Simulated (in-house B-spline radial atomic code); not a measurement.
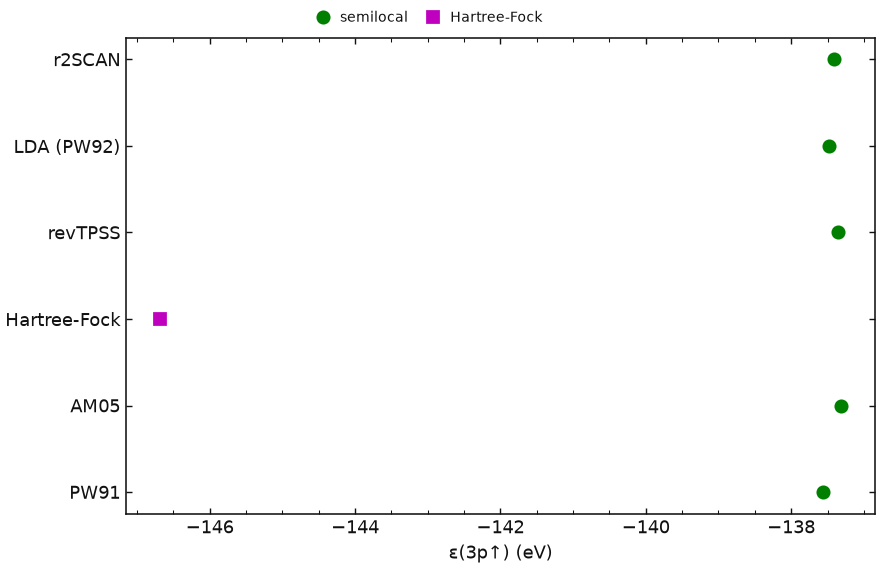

System: the Ca⁷⁺ ion, configuration [Ne] 3s2 3p1 (high spin). All runs are scalar-relativistic, spin-polarised and spherical, computed with an in-house B-spline radial code (spin-free X2C). Hartree-Fock is the average over the configuration. The plot shows the eigenvalue (eV) of the 3p up orbital by 6 methods.

### How much do the methods differ, and in which order?

The deepest is Hartree-Fock (−146.7) and the shallowest AM05 (−137.3), a spread of 9.36 eV. In order (eV): Hartree-Fock (−146.7), PW91 (−137.6), LDA (PW92) (−137.5), r2SCAN (−137.4), revTPSS (−137.4), AM05 (−137.3). On the whole, exact exchange removes self-interaction and deepens occupied levels. The measured ionisation energy (NIST) is 147.2 eV, and minus the eigenvalue comes closest to it for Hartree-Fock.
